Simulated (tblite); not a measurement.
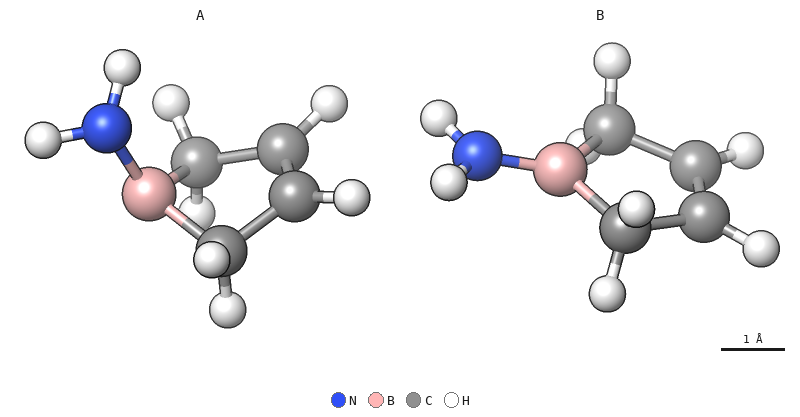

Two geometries of C4H8BN, drawn at one scale. One is the start of a relaxation, the other its converged end. The picture is a ball-and-stick view, seen from a free direction.

Theory: GFN2-xTB geometry optimisation, gas phase (tblite). 

Which of the two is the end point?

Structure B is the relaxed one. The largest move after the best rigid fit is that of an H atom, 1.73 Å. By element the largest moves are H 1.73 Å, N 0.78 Å, C 0.61 Å, B 0.45 Å. Some distances before and after: B–N 1.539 → 1.380 Å, H–N 1.040 → 1.006 Å, C–H 1.112 → 1.080 Å, C–C 1.300 → 1.323 Å. Bond angles that change, for instance: B–N–H 112.0° → 123.8°, H–C–H 115.8° → 105.7°, B–N–H 114.7° → 123.6°. Groups turn about C–C by about 25°, C–C by about 25°. The energy falls by 1.819 eV in 71 geometry steps.
